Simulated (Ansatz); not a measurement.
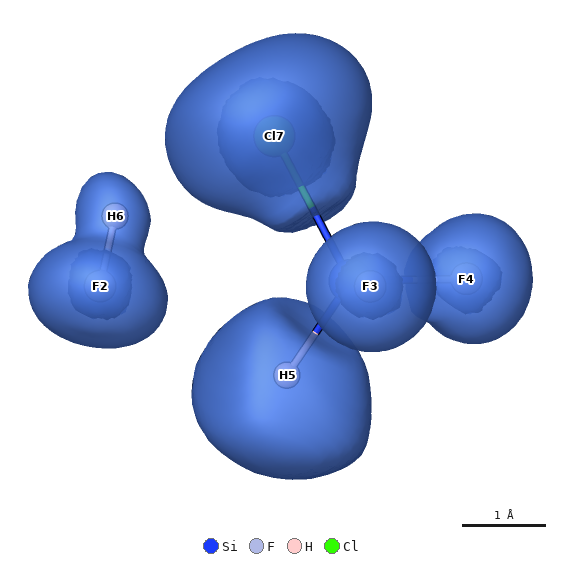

Figure. ClF$_{2}$HSi···HF. Isosurface of the ELF at 0.75 (blue), seen at a tilt. Only the valence region is drawn (cores and ρ < 0.01 e/Å³ removed).

The product side of a reaction path; geometry: PBE0-D4/def2-TZVP.

Level of theory: RKS PBE0-D4/def2-TZVPP in Ansatz.

```xyz
7

Si   -0.8063    0.1016   -0.4058
F     1.7754   -0.9193    1.2399
F    -0.2055   -0.9308   -1.4298
F    -2.1104    0.7130   -1.0465
H    -1.1214   -0.5335    0.8716
H     1.9405   -0.0572    0.9489
Cl    0.5278    1.6263   -0.1784
```

Question: Where are the electrons localised?

Answer: The surface consists of one region around a hydrogen nucleus, one region on Cl in which the atom's valence shell and bonds are merged, two regions wrapped around F (its lone pairs, merged into a ring or cap) and one joined region spread over several atoms (F, H), in which their bonds and any lone pairs are merged. Profiles from the grid: Cl7···H6 (2.47 Å): the ELF dips to about 0.05 between them (by its geometry a hydrogen bond between the two molecules, with no shared pair). Si–F (1.57 Å): the ELF peaks at about 0.85 in the valence shell of F, 0.6 Å from its nucleus, and is about 0.50 at the midpoint.
